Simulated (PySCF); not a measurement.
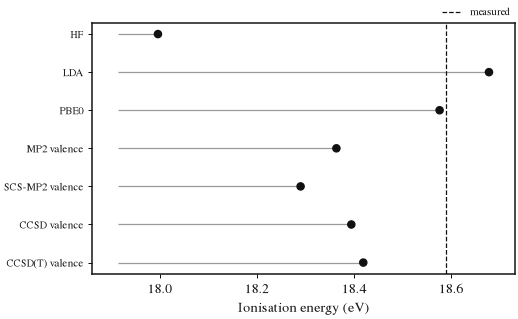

The ionisation energy of an atom or ion with 32 electrons in the configuration [Ar] 3d¹⁰ 4s² 4p² by several methods. PySCF, pcseg-2, non-relativistic, unrestricted single determinants, no spin-orbit coupling. Methods marked “valence” freeze 28 core electrons.

Which atom or ion is it?

Answer. As⁺. The values run from 17.996 eV (HF) to 18.678 eV (LDA). The measured value is 18.589 ± 0.001 eV; nearest to it come PBE0 (−0.013) and LDA (+0.089), furthest HF (−0.593 eV).

Limits of the model: spin-orbit shift not estimated; relativistic shift absent.
